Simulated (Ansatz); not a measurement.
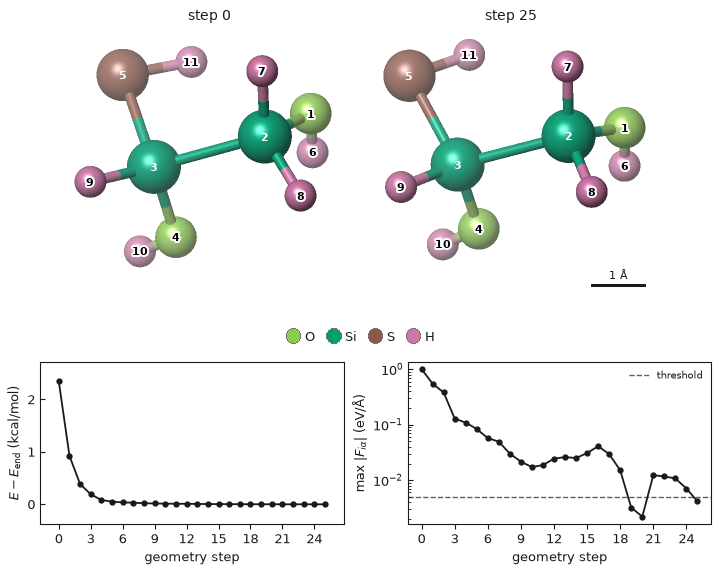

First and last geometry of a relaxation of Si2H6SO2, with the history of the run. The picture is a ball-and-stick view, seen at a tilt.

The start comes from PBE-D4/def2-SVP.

Method: RKS PBE0-D4/def2-TZVP in Ansatz. Settings: force threshold 0.005 eV/Å; at most 150 steps.

Did the run converge, and what did it change?

Answer. It converged. The energy falls by 2.34 kcal/mol in 25 geometry steps. Largest force component: 1 eV/Å at the start, 0.0042 eV/Å at the end. The forces were under the threshold at step 19, but the run went on from there. H11 moves most after the best rigid fit: 0.47 Å. Largest moves by element: H 0.47 Å, O 0.38 Å, S 0.30 Å, Si 0.08 Å. Among the contacts that change: O1–Si2 1.702 → 1.655 Å, Si3–O4 1.694 → 1.656 Å, Si3–S5 2.166 → 2.140 Å, S5–H11 1.368 → 1.345 Å. Bond angles that change, for instance: Si2–Si3–S5 104.5° → 112.2°, O1–Si2–Si3 101.7° → 107.1°, Si2–Si3–H9 122.2° → 117.0°.
